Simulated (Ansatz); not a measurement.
FH$_{3}$OSi$_{2}$ (SMILES O=[SiH][SiH2]F)

Input file:

```
crystal:
  periodic: [false, false, false]
  atoms:
    - {symbol: O, position_ang: [-1.591941, 1.220006, -1.492831]}
    - {symbol: Si, position_ang: [-0.436012, 1.187555, -0.503827]}
    - {symbol: Si, position_ang: [0.294478, -0.886481, 0.349609]}
    - {symbol: F, position_ang: [1.523764, -0.650936, 1.351211]}
    - {symbol: H, position_ang: [0.275808, 2.414188, -0.032198]}
    - {symbol: H, position_ang: [0.745752, -1.750865, -0.767294]}
    - {symbol: H, position_ang: [-0.811848, -1.533467, 1.095330]}
basis:
  gaussian: {orbitals: def2-TZVPP}
hamiltonian: {xc: pbe0, dispersion: d4}
output: {orbitals: {seedname: orbitals}}
```

Command:

```sh
ansatz run in.yaml --threads 2 --pin off --events-out ev --progress --plain --max-ram 4352MiB
```

Geometry: PBE0-D4/def2-TZVP.

The calculation used RKS PBE0-D4/def2-TZVPP (Ansatz 0.2.0).

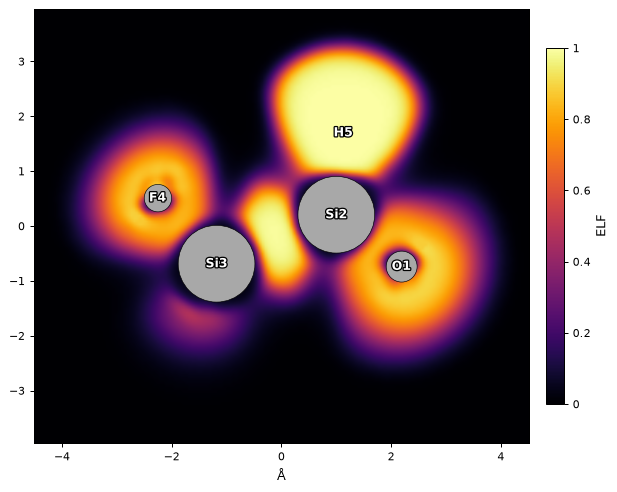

Figure 1. Electron localisation function on the plane of atoms Si2, Si3 and F4. Grey discs cover the atomic cores.

Describe what can be read from this map.

Answer. The section cuts through O, Si, F and H sites.
Si–O (1.52 Å): the ELF peaks at about 0.85 between the atoms, as expected for a short, strongly polar bond.
Si–F (1.60 Å): the ELF peaks at about 0.85 in the valence shell of F, 0.6 Å from its nucleus, and is about 0.50 at the midpoint.
Si–Si (2.36 Å): the ELF peaks at about 1 between the atoms (localised, covalent bonding).
Si–H (1.49 Å): the ELF climbs to about 1 towards the hydrogen, as it does in any bond to H.
The ELF also peaks beside O1 and F4, away from the bonds: lone-pair regions.

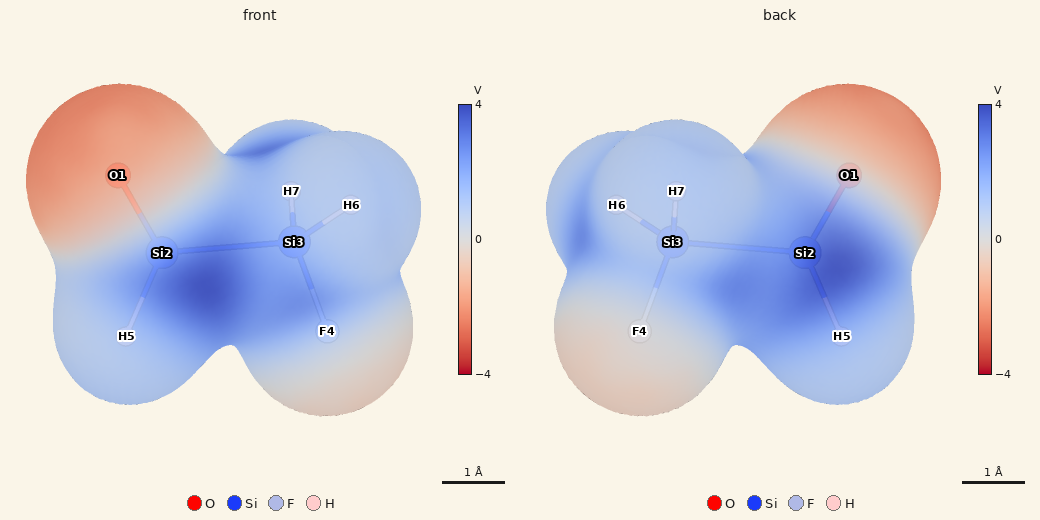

Figure 2. The electrostatic potential painted on the density surface at 0.004 e/bohr³, seen from the front and from behind; red is negative and blue positive.

Where is the surface potential most negative and most positive?

Answer. The most negative region (about −2.3 V) lies over O1, the most positive (about +3.8 V) over Si2. O1 is the likeliest acceptor of a hydrogen bond.

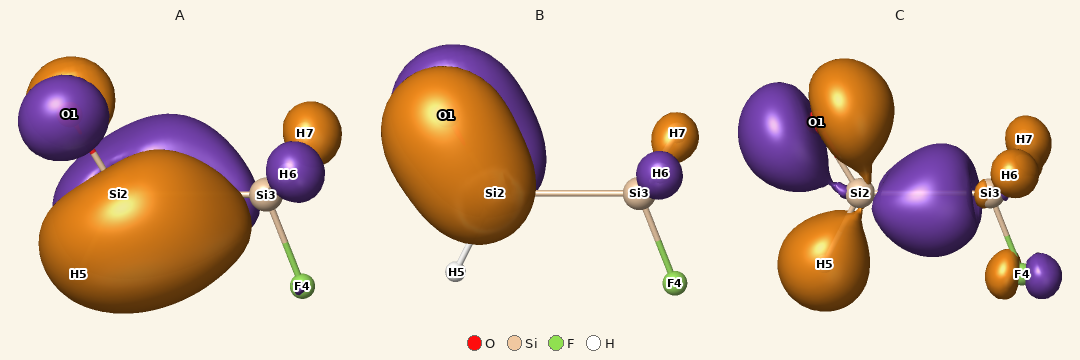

Figure 3. Three frontier orbitals at ±0.1 Å⁻³ᐟ² (orange and purple are the two phases), in no order.

Which picture is the HOMO−1, the HOMO and the LUMO?

Answer. B is the HOMO−1 (−9.14 eV). It lies mainly on O1 (about 70 %) and Si2 (about 25 %). C is the HOMO (−7.91 eV). By Hirshfeld shares it lies mainly on O1 (about 50 %), Si2 (about 20 %), Si3 (about 15 %) and H5 (about 10 %). A is the LUMO (−2.65 eV). Its weight (Hirshfeld) is mainly on Si2 (about 60 %), O1 (about 15 %) and Si3 (about 15 %).

What is the HOMO–LUMO gap?

Answer. 5.26 eV between the orbital energies.
